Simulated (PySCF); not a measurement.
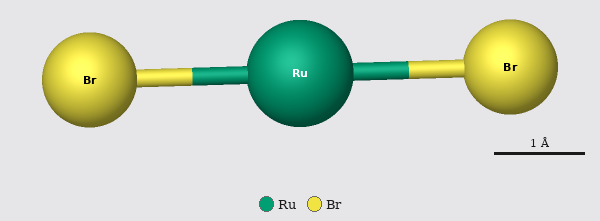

The structure as given in the input (ball-and-stick view, seen at a tilt). Sticks mark near contacts. Bond lengths as drawn: Br–Ru 2.36 Å.

Frequency calculation, with input and output: RuBr2

- system: RuBr2, multiplicity 3
- method: UKS-based PBE0, Ru def2-TZVP with ECP28, Br def2-TZVP; non-relativistic Hamiltonian with a scalar-relativistic core potential; density fitting (PySCF 2.14.0)

What the program printed
```
init E= -5242.63924224057
  alpha nocc = 44  HOMO = -0.285522245285365  LUMO = -0.136648346769697
  beta  nocc = 42  HOMO = -0.280298428171087  LUMO = -0.152159873877115
  HOMO = -0.280298428171  LUMO = -0.152159873877  gap/eV = 3.48683
cycle= 1 E= -5242.63924224059  delta_E= -1.64e-11  |g|= 2.78e-06  |ddm|= 6.64e-06
  alpha nocc = 44  HOMO = -0.285522458697192  LUMO = -0.136649185573841
  beta  nocc = 42  HOMO = -0.280298938102989  LUMO = -0.152160578543587
  HOMO = -0.280298938103  LUMO = -0.152160578544  gap/eV = 3.48682
Extra cycle  E= -5242.63924224058  delta_E= 6.37e-12  |g|= 5.47e-06  |ddm|= 7.74e-06
converged SCF energy = -5242.63924224058  <S^2> = 2.980338  2S+1 = 3.5946282
```

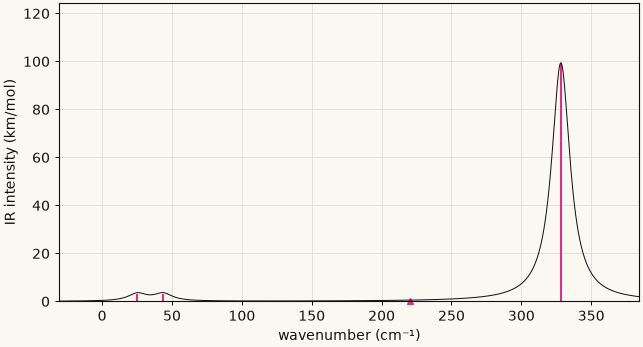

Harmonic infrared spectrum, unscaled: sticks (degenerate modes added up, dark ones marked on the axis) with a Lorentzian envelope of 16 cm⁻¹ full width, scaled to the tallest stick. 4 modes from 25 to 328 cm⁻¹, none imaginary. The strongest line is at 328 cm⁻¹ (99 km/mol). All modes, in cm⁻¹ (km/mol): 25 (3.1), 44 (3.1), 220 (0.0), 328 (99). The two bends of a linear molecule should be equal; they aren't, because the electronic state found breaks the axial symmetry.

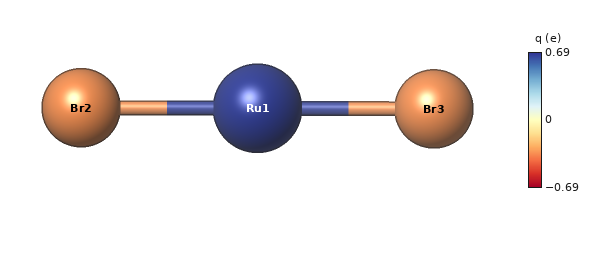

Mulliken charges, as the colour of each atom (ball-and-stick view, seen on its broad side; atoms are numbered from 1 in the order of the input). By element: Ru +0.66 and Br −0.33 e.

This output came from the following input.

Input
```python
from pyscf import gto, scf, dft
mol = gto.M(atom='''
Ru     0.000000     0.000000     0.000000
Br     2.357765    -0.000000    -0.000000
Br    -2.357765     0.000000     0.000000''',
    basis={'Ru': 'def2-TZVP', 'Br': 'def2-TZVP'},
    ecp={'Ru': 'def2-TZVP'},
    charge=0, spin=2)
mf = dft.UKS(mol, xc='PBE0')
mf.grids.atom_grid = (75, 302)
aux = {'Ru': 'def2-universal-JKFIT', 'Br': 'def2-universal-JKFIT'}
mf = mf.density_fit(auxbasis=aux)
mf.conv_tol = 1e-09
mf.diis_space = 10
mf.max_cycle = 60
mf.verbose = 4
mf.kernel()
```

The script is an equivalent of the set-up of the self-consistent field. The run itself was carried out by a driver, which started from the orbitals of the step before it where there was one and computed the further properties.

Command:
```bash
OMP_NUM_THREADS=4 python axn.py task.json out
```

Summary

```tsv
quantity	value
outcome	converged
total energy	−5242.639242 hartree
⟨S²⟩	2.980
zero-point energy	0.001406 hartree
dipole moment	0.00 D
wavenumbers, lowest and highest	25 and 328 cm⁻¹
hardware	4 threads of Arm Neoverse V1, 24 GiB of memory available, shared host
wall time	78 s (CPU time 4.1 min)
peak memory	1.2 GiB
```

Remarks

Checks after the run noted: the SCF density has lower symmetry than the nuclear frame; spin contamination. ⟨S²⟩ is 2.98 against 2.00 for a pure state: the solution is spin-contaminated.
